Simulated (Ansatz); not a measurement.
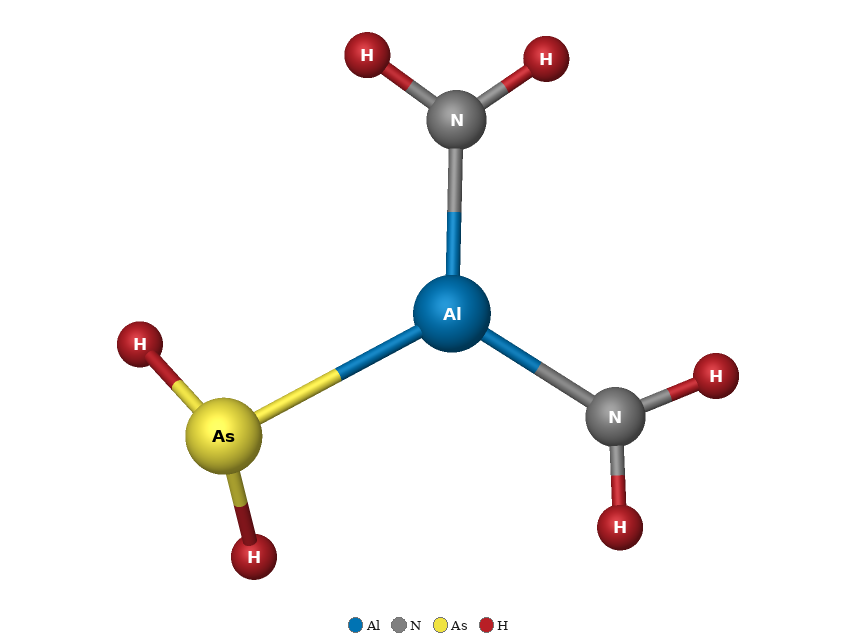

Harmonic vibrations computed with RKS PBE0-D4/def2-TZVP (Ansatz 0.2.0) at a stationary point of the same level.

### How many imaginary frequencies does it have?

A minimum: no imaginary frequency, and the lowest mode lies at 52 cm⁻¹.

### How many vibrational modes are there, and where do they lie?

24 modes: 52, 118, 170, 197, 236, 321, 333, 354, 367, 500, 530, 621, 680, 782, 880, 980, 1562, 1572, 2196, 2208, 3612, 3613, 3703, 3703 cm⁻¹.
